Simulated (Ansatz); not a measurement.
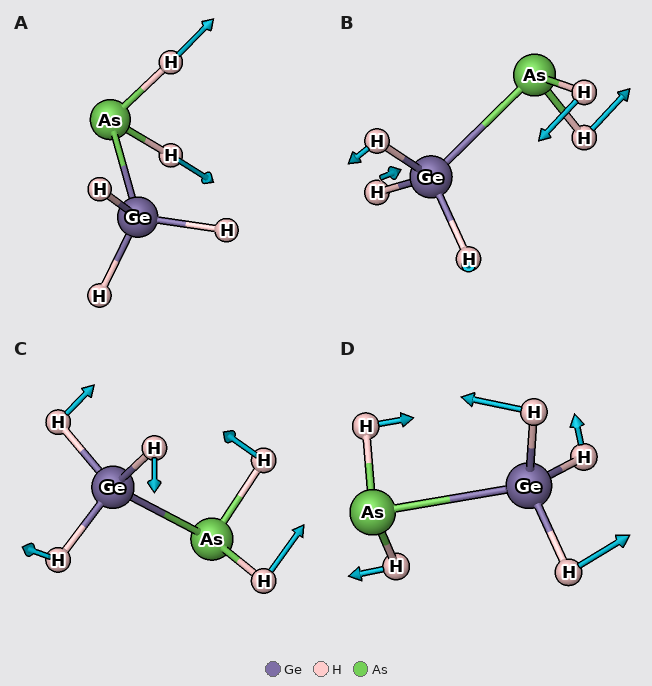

4 normal modes of one molecule or complex, as arrows. Harmonic vibrations computed with RKS PBE0-D4/def2-TZVP (Ansatz 0.2.0) at a stationary point of the same level.

**Match the panels to the wavenumbers 134 cm⁻¹, 423 cm⁻¹, 694 cm⁻¹, 2208 cm⁻¹.**

A: 2208 cm⁻¹, in-phase stretching of 2 As–H bonds
B: 694 cm⁻¹, Ge–As–H bending
C: 134 cm⁻¹, a torsion or out-of-plane motion in which bond lengths and bond angles hardly change
D: 423 cm⁻¹, As–Ge–H bending
